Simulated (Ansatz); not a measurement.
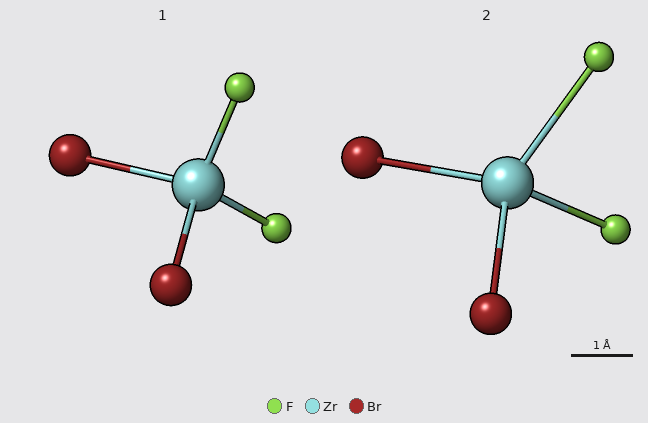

Two geometries of ZrBr2F2 (coarse preliminary run), drawn at one scale. One is the start of a relaxation, the other its converged end. A ball-and-stick model, seen at a tilt.

The calculation used RKS PBE-D4/def2-SVP in Ansatz 0.2.0. Settings: force threshold 0.03 eV/Å; at most 200 steps.

> Which geometry has the lower energy?

Structure 1 is the relaxed one. The start comes from a force field. The energy falls by 5.996 eV in 6 geometry steps. Largest force component: 3.9 eV/Å at the start, 0.023 eV/Å at the end. The largest move after the best rigid fit is that of an F atom, 0.77 Å. Largest moves by element: F 0.77 Å, Br 0.60 Å, Zr 0.35 Å. Near-neighbour distances that change, for instance: F–Zr 2.598 → 1.898 Å, Br–Zr 3.007 → 2.497 Å, F–Zr 2.366 → 1.898 Å, Br–Zr 2.713 → 2.498 Å. Bond angles that change, for instance: F–Zr–F 85.1° → 108.8°, F–Zr–Br 126.7° → 109.6°, F–Zr–Br 99.3° → 109.6°. The run took 15 s on 4 threads of Arm Neoverse V1, on a shared host.
